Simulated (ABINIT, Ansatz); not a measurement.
# A GW run on ZnWO4 (P2/c) in ABINIT, with inputs changed

Aim: change inputs of a GW run on ZnWO4 (P2/c) and see what moves.

Method: LDA and many-body steps on it, plane waves, in ABINIT 10.8.3.

## (1) The starting structure

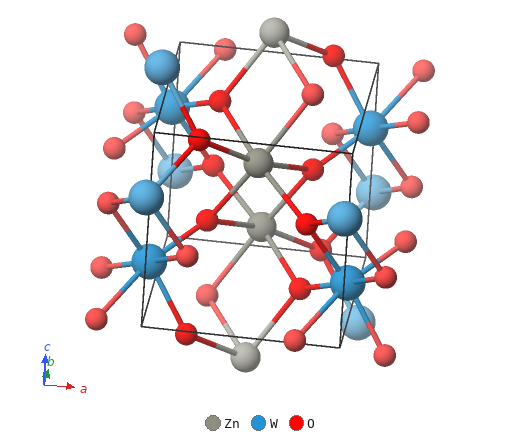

The cell as given, slightly off an axis (zinc grey, tungsten blue, oxygen red). Some periodic images of atoms are drawn too.

The cell and positions come from the Crystallography Open Database and are kept as given unless a step says otherwise. Spin-orbit coupling is left out unless a step names it.

## (2) Screening, 4×2×2 mesh, 219 bands, screening to 141.5 eV

This step: ABINIT 10.8.3; RPA screening on LDA, plane waves, norm-conserving pseudopotentials.

The RPA dielectric matrix is built and inverted for each q.

run.abi reads:

```
acell 3*1.0 Angstrom
rprim 
  4.698600000000 0.000000000000 0.000000000000
  0.000000000000 5.729300000000 0.000000000000
  -0.052988409000 0.000000000000 4.936415614400
ntypat 3
znucl 30 74 8
natom 12
typat 1 1 2 2 3 3 3 3 3 3 3 3
xred 
  0.500000000000 0.684000000000 0.250000000000
  0.500000000000 0.316000000000 0.750000000000
  0.000000000000 0.182580000000 0.250000000000
  0.000000000000 0.817420000000 0.750000000000
  0.216900000000 0.105100000000 0.936300000000
  0.783100000000 0.105100000000 0.563700000000
  0.783100000000 0.894900000000 0.063700000000
  0.216900000000 0.894900000000 0.436300000000
  0.256500000000 0.377700000000 0.399600000000
  0.743500000000 0.377700000000 0.100400000000
  0.743500000000 0.622300000000 0.600400000000
  0.256500000000 0.622300000000 0.899600000000
pp_dirpath "pseudos"
pseudos "Zn.upf, W.upf, O.upf"
ecut 36
ngkpt 4 2 2
nshiftk 1
shiftk 0 0 0
kptopt 1
chksymbreak 0
istwfk *1
occopt 1
irdwfk 1
optdriver 3
nband 219
ecuteps 5.2
inclvkb 2
awtr 1
symchi 1
indata_prefix "in"
outdata_prefix "out"
tmpdata_prefix "tmp"
```

Started as:

```
> OMP_NUM_THREADS=1 mpirun -n 16 abinit run.abi > log
```

Output:

```text
.Version 10.8.3 of ABINIT. v10.8.2 released Aug 2026.

 Symmetries : space group P2/c (# 13); Bravais mP (primitive monocl.)
[... echo of the input left out ...]
== DATASET  1 ==================================================================
-   mpi_nproc: 16, omp_nthreads: 1 (-1 if OMP is not activated)

--- !DatasetInfo
iteration_state: {dtset: 1, }
dimensions: {natom: 12, nkpt: 12, mband: 219, nsppol: 1, nspinor: 1, nspden: 1, mpw: 9270, }
cutoff_energies: {ecut:  36.0, pawecutdg:  -1.0, }
electrons: {nelect:   1.16000000E+02, charge:   0.00000000E+00, occopt:   1.00000000E+00, tsmear:   1.00000000E-02, }

 SCREENING: Calculation of the susceptibility and dielectric matrices

 Based on a program developped by R.W. Godby, V. Olevano, G. Onida, and L. Reining.
 Incorporated in ABINIT by V. Olevano, G.-M. Rignanese, and M. Torrent.
.Using double precision arithmetic ; gwpc =  8

[... cell and pseudopotentials left out ...]
--------------------------------------------------------------------------------

 ==== K-mesh for the wavefunctions ====
 Number of points in the irreducible wedge :    12
[... list of points left out ...]
 Together with  4 symmetry operations and time-reversal symmetry
 yields    16 points in the full Brillouin Zone.

 ==== Q-mesh for the screening function ====
 Number of points in the irreducible wedge :    12
[... list of points left out ...]
 Together with  4 symmetry operations and time-reversal symmetry
 yields    16 points in the full Brillouin Zone.

 setmesh: FFT mesh size selected  =    36x   45x   36
          total number of points  =        58320

 vcoul_init : cutoff-mode = AUXILIARY_FUNCTION
 q-points for optical limit:   1
     1)      0.000010    0.000020    0.000030

- screening: taking advantage of time-reversal symmetry
- Maximum band index for partially occupied states nbvw = 58
- Remaining bands to be divided among processors   nbcw = 161
- Number of bands treated by each node ~10

 Number of electrons calculated from density =  116.0000; Expected =  116.0000
 average of density, n =  0.129354
 r_s =    1.2266
 omega_plasma =   34.6933 [eV]

 calculating chi0 at frequencies [eV] :
  1    0.000000E+00    0.000000E+00
  2    0.000000E+00    3.469328E+01

--------------------------------------------------------------------------------
  q-point number  1        q = ( 0.000000, 0.000000, 0.000000) [r.l.u.]
--------------------------------------------------------------------------------
[... chi0 elements left out ...]
 For q-point:  0.000010 0.000020 0.000030
  dielectric constant =   5.5298
  dielectric constant without local fields =   6.3313

  Average fulfillment of the sum rule on Im[epsilon] for q-point    1 :     49.10  [%]
[... wings left out ...]
  q-point number  2        q = ( 0.250000, 0.000000, 0.000000) [r.l.u.]
--------------------------------------------------------------------------------
[... chi0 elements left out ...]
  Average fulfillment of the sum rule on Im[epsilon] for q-point    2 :     57.28  [%]

 [... 10 further q-points ...]
```

The job ended after 12 min (16 MPI ranks of Arm Neoverse N1, shared host; peak memory 18 GiB).

Numbers from this step:

```
ε∞ with local fields, on this mesh, along the program's q direction : 5.530
the same without local fields                                       : 6.331
plasma frequency                                                    : 34.69 eV
plane waves in the screening matrix                                 : 519
```

Local fields lower ε∞ by 13 %. On a Γ-centred mesh this coarse the value itself is usually too large, while a short band sum pulls it down.

## (3) Base

The self-energy is evaluated for the states that the input lists, and the levels follow from it, in one-shot runs by the linearised quasiparticle equation.

This step: G0W0 on LDA, plane waves, norm-conserving pseudopotentials.

run.abi, as its differences from that of step 2:

```diff
@@ -33,8 +33,17 @@
 irdwfk 1
-optdriver 3
+optdriver 4
 nband 219
+gwcalctyp 0
+ecutsigx 36
+symsigma 1
+nkptgw 2
+kptgw 
+  0.0000000000 0.5000000000 0.0000000000
+  0.0000000000 0.0000000000 0.0000000000
+bdgw 
+  57 60
+  57 60
 ecuteps 5.2
-inclvkb 2
-awtr 1
-symchi 1
+irdscr 1
+ppmodel 1
 indata_prefix "in"
```

Output:

```text
.Version 10.8.3 of ABINIT. v10.8.2 released Aug 2026.

 Symmetries : space group P2/c (# 13); Bravais mP (primitive monocl.)
[... echo of the input left out ...]
== DATASET  1 ==================================================================
-   mpi_nproc: 16, omp_nthreads: 1 (-1 if OMP is not activated)

--- !DatasetInfo
iteration_state: {dtset: 1, }
dimensions: {natom: 12, nkpt: 12, mband: 219, nsppol: 1, nspinor: 1, nspden: 1, mpw: 9270, }
cutoff_energies: {ecut:  36.0, pawecutdg:  -1.0, }
electrons: {nelect:   1.16000000E+02, charge:   0.00000000E+00, occopt:   1.00000000E+00, tsmear:   1.00000000E-02, }

 SIGMA: Calculation of the GW corrections

 Based on a program developped by R.W. Godby, V. Olevano, G. Onida, and L. Reining.
 Incorporated in ABINIT by V. Olevano, G.-M. Rignanese, and M. Torrent.
.Using double precision arithmetic ; gwpc =  8

[... cell and pseudopotentials left out ...]
--------------------------------------------------------------------------------

 ==== K-mesh for the wavefunctions ====
 Number of points in the irreducible wedge :    12
[... list of points left out ...]
 Together with  4 symmetry operations and time-reversal symmetry
 yields    16 points in the full Brillouin Zone.

 ==== Q-mesh for screening function ====
 Number of points in the irreducible wedge :    12
[... list of points left out ...]
 Together with  4 symmetry operations and time-reversal symmetry
 yields    16 points in the full Brillouin Zone.

 vcoul_init : cutoff-mode = AUXILIARY_FUNCTION
 q-points for optical limit:   1
     1)      0.000010    0.000020    0.000030
 setmesh: FFT mesh size selected  =    48x   60x   54
          total number of points  =       155520

 Number of electrons calculated from density =  116.0000; Expected =  116.0000
 average of density, n =  0.129354
 r_s =    1.2266
 omega_plasma =   34.6933 [eV]

 === KS Band Gaps ===
  >>>> For spin  1
   Minimum direct gap =   2.8848 [eV], located at k-point      :   0.0000  0.5000  0.0000
   Fundamental gap    =   2.8848 [eV], Top of valence bands at :   0.0000  0.5000  0.0000
                                       Bottom of conduction at :   0.0000  0.5000  0.0000
 SIGMA fundamental parameters:
 PLASMON POLE MODEL  1
 number of plane-waves for SigmaX                 9239
 number of plane-waves for SigmaC and W            519
 number of plane-waves for wavefunctions          9239
 number of bands                                   219
 number of independent spin polarizations            1
 number of spinorial components                      1
 number of k-points in IBZ                          12
 number of q-points in IBZ                          12
 number of symmetry operations                       4
 number of k-points in BZ                           16
 number of q-points in BZ                           16
 number of frequencies for dSigma/dE                 9
 frequency step for dSigma/dE [eV]                0.25
 number of omega for Sigma on real axis              0
 max omega for Sigma on real axis  [eV]           0.00
 zcut for avoiding poles [eV]                     0.10

 EPSILON^-1 parameters (SCR file):
 dimension of the eps^-1 matrix on file            519
 dimension of the eps^-1 matrix used               519
 number of plane-waves for wavefunctions          9239
 number of bands                                   219
 number of q-points in IBZ                          12
 number of frequencies                               2
 number of real frequencies                          1
 number of imag frequencies                          1

 matrix elements of self-energy operator (all in [eV])

 Perturbative Calculation

--- !SelfEnergy_ee
iteration_state: {dtset: 1, }
kpoint     : [   0.000,    0.500,    0.000, ]
spin       : 1
KS_gap     :    2.885
QP_gap     :    4.684
Delta_QP_KS:    1.799
data: !SigmaeeData |
     Band     E0 <VxcDFT>   SigX SigC(E0)      Z dSigC/dE  Sig(E)    E-E0       E
       57   4.742 -19.653 -24.537   4.768   0.781  -0.280 -19.743  -0.090   4.652
       58   5.227 -21.858 -26.921   4.908   0.787  -0.270 -21.979  -0.121   5.106
       59   8.112 -17.481 -11.845  -3.604   0.825  -0.212 -15.804   1.678   9.789
       60   9.036 -18.313 -12.545  -3.528   0.817  -0.224 -16.483   1.831  10.867

--- !SelfEnergy_ee
iteration_state: {dtset: 1, }
kpoint     : [   0.000,    0.000,    0.000, ]
spin       : 1
KS_gap     :    3.593
QP_gap     :    5.360
Delta_QP_KS:    1.767
data: !SigmaeeData |
     Band     E0 <VxcDFT>   SigX SigC(E0)      Z dSigC/dE  Sig(E)    E-E0       E
       57   4.970 -19.937 -24.981   4.938   0.780  -0.281 -20.020  -0.083   4.887
       58   4.982 -20.586 -25.499   4.813   0.785  -0.274 -20.665  -0.078   4.903
       59   8.574 -17.732 -12.542  -3.128   0.819  -0.221 -16.043   1.689  10.263
       60   9.029 -18.251 -12.596  -3.490   0.817  -0.224 -16.482   1.769  10.798

== END DATASET(S) ==============================================================
================================================================================

 -outvars: echo values of variables after computation  --------
           etotal      0.0000000000E+00
            nband         219
             nkpt          12
          spgroup          13
 [... the other variables as echoed above ...]

 Calculation completed.
```

Run time: 40 s. Hardware: 16 MPI ranks; peak memory 7.3 GiB.

Numbers from this step:

```yaml
g0w0_gap_on_the_points_computed: 4.683 eV
starting_gap_on_the_mesh: 2.885 eV
k_of_the_valence_top: 0, 0.5, 0
k_of_the_conduction_bottom: 0, 0.5, 0
z_at_the_valence_top: 0.787
z_at_the_conduction_bottom: 0.825
least_direct_g0w0_gap_on_the_computed_points: 4.683 eV
```

The gap on the mesh goes from 2.88 eV to 4.68 eV, a correction of +1.80 eV.

## (4) Smaller part of the screening matrix

run.abi, as its differences from that of step 3:

```diff
@@ -45,3 +45,3 @@
   57 60
-ecuteps 5.2
+ecuteps 2.6
 irdscr 1
```

Output:

```text
.Version 10.8.3 of ABINIT. v10.8.2 released Aug 2026.

 Symmetries : space group P2/c (# 13); Bravais mP (primitive monocl.)
[... echo of the input left out ...]
== DATASET  1 ==================================================================
-   mpi_nproc: 16, omp_nthreads: 1 (-1 if OMP is not activated)

--- !DatasetInfo
iteration_state: {dtset: 1, }
dimensions: {natom: 12, nkpt: 12, mband: 219, nsppol: 1, nspinor: 1, nspden: 1, mpw: 9270, }
cutoff_energies: {ecut:  36.0, pawecutdg:  -1.0, }
electrons: {nelect:   1.16000000E+02, charge:   0.00000000E+00, occopt:   1.00000000E+00, tsmear:   1.00000000E-02, }

 SIGMA: Calculation of the GW corrections

 Based on a program developped by R.W. Godby, V. Olevano, G. Onida, and L. Reining.
 Incorporated in ABINIT by V. Olevano, G.-M. Rignanese, and M. Torrent.
.Using double precision arithmetic ; gwpc =  8

[... cell and pseudopotentials left out ...]
--------------------------------------------------------------------------------

 ==== K-mesh for the wavefunctions ====
 Number of points in the irreducible wedge :    12
[... list of points left out ...]
 Together with  4 symmetry operations and time-reversal symmetry
 yields    16 points in the full Brillouin Zone.

 ==== Q-mesh for screening function ====
 Number of points in the irreducible wedge :    12
[... list of points left out ...]
 Together with  4 symmetry operations and time-reversal symmetry
 yields    16 points in the full Brillouin Zone.

 vcoul_init : cutoff-mode = AUXILIARY_FUNCTION
 q-points for optical limit:   1
     1)      0.000010    0.000020    0.000030
 setmesh: FFT mesh size selected  =    48x   60x   54
          total number of points  =       155520

 Number of electrons calculated from density =  116.0000; Expected =  116.0000
[...]
number of omega for Sigma on real axis              0
 max omega for Sigma on real axis  [eV]           0.00
 zcut for avoiding poles [eV]                     0.10

 EPSILON^-1 parameters (SCR file):
 dimension of the eps^-1 matrix on file            519
 dimension of the eps^-1 matrix used               175
 number of plane-waves for wavefunctions          9239
 number of bands                                   219
 number of q-points in IBZ                          12
 number of frequencies                               2
 number of real frequencies                          1
 number of imag frequencies                          1

 matrix elements of self-energy operator (all in [eV])

 Perturbative Calculation

--- !SelfEnergy_ee
iteration_state: {dtset: 1, }
kpoint     : [   0.000,    0.500,    0.000, ]
spin       : 1
KS_gap     :    2.885
QP_gap     :    4.876
Delta_QP_KS:    1.991
data: !SigmaeeData |
     Band     E0 <VxcDFT>   SigX SigC(E0)      Z dSigC/dE  Sig(E)    E-E0       E
       57   4.742 -19.653 -24.537   4.528   0.797  -0.255 -19.937  -0.284   4.459
       58   5.227 -21.858 -26.921   4.643   0.803  -0.246 -22.195  -0.337   4.890
       59   8.112 -17.481 -11.845  -3.646   0.831  -0.203 -15.827   1.655   9.767
[...]
--- !SelfEnergy_ee
iteration_state: {dtset: 1, }
kpoint     : [   0.000,    0.000,    0.000, ]
spin       : 1
KS_gap     :    3.593
QP_gap     :    5.502
Delta_QP_KS:    1.909
data: !SigmaeeData |
     Band     E0 <VxcDFT>   SigX SigC(E0)      Z dSigC/dE  Sig(E)    E-E0       E
[...]
59   8.574 -17.732 -12.542  -3.210   0.827  -0.209 -16.095   1.637  10.211
       60   9.029 -18.251 -12.596  -3.535   0.825  -0.212 -16.502   1.749  10.778

== END DATASET(S) ==============================================================
================================================================================

 -outvars: echo values of variables after computation  --------
           etotal      0.0000000000E+00
            nband         219
             nkpt          12
          spgroup          13
 [... the other variables as echoed above ...]

 Calculation completed.
```

Wall time 13 s (16 MPI ranks); peak memory 4.3 GiB; 3.3 min of CPU time.

Numbers from this step:

```
G0W0 gap on the points computed              : 4.877 eV
starting gap on the mesh                     : 2.885 eV
k of the valence top                         : 0, 0.5, 0
k of the conduction bottom                   : 0, 0.5, 0
Z at the valence top                         : 0.803
Z at the conduction bottom                   : 0.831
least direct G0W0 gap on the computed points : 4.877 eV
```

(Part 1 of 2 ends here.)

[Paths, hosts, dates, memory and timing lines, banners, echoed tables and standing remarks are left out of the program output.]

[Logs are printed without paths, hosts, clocks, repeated set-up lines and the standing remarks that a program may print on its own settings, such as how far it seeks lower states.]

[Runs of the session that timed out or met a known fault of the program may be left out.]

[Hosts, paths, dates, database ids (printed as entryN), source tags and the programs' standing remarks are cut or masked in the printed files.]

[G0W0 gaps are taken among the corrected bands and points alone; a level outside them can change the order at an edge.]

[Where Ansatz stands beside ABINIT at settings called matched, ABINIT's density can come from a denser mesh and the files from another edition; pairs whose starting gaps differed by over 0.03 eV were left out, so agreement reads better than it is.]
